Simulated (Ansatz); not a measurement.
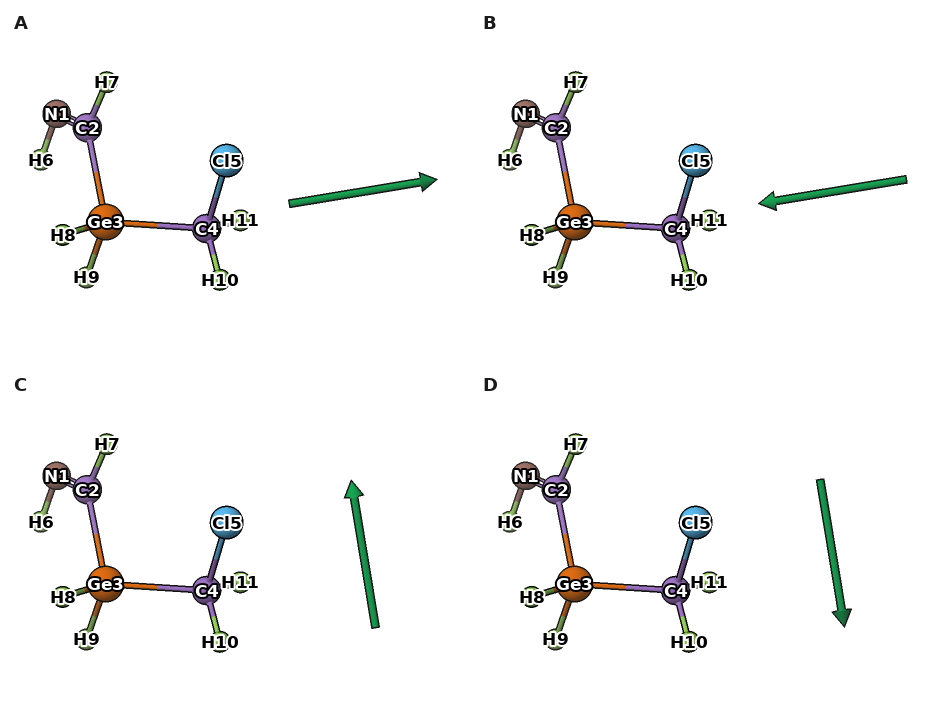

The same molecule four times, each with an arrow. Computed geometry: PBE-D4/def2-SVP optimisation. No frequency run is at hand to confirm it as a minimum. Level of theory: RKS PBE-D4/def2-SVP (Ansatz 0.2.0).

Which arrow points along the dipole moment, from the negative to the positive end?

D. The dipole moment is 2.41 D; it points from the side of H7 to the side of H10 (the outermost atoms at the two ends).
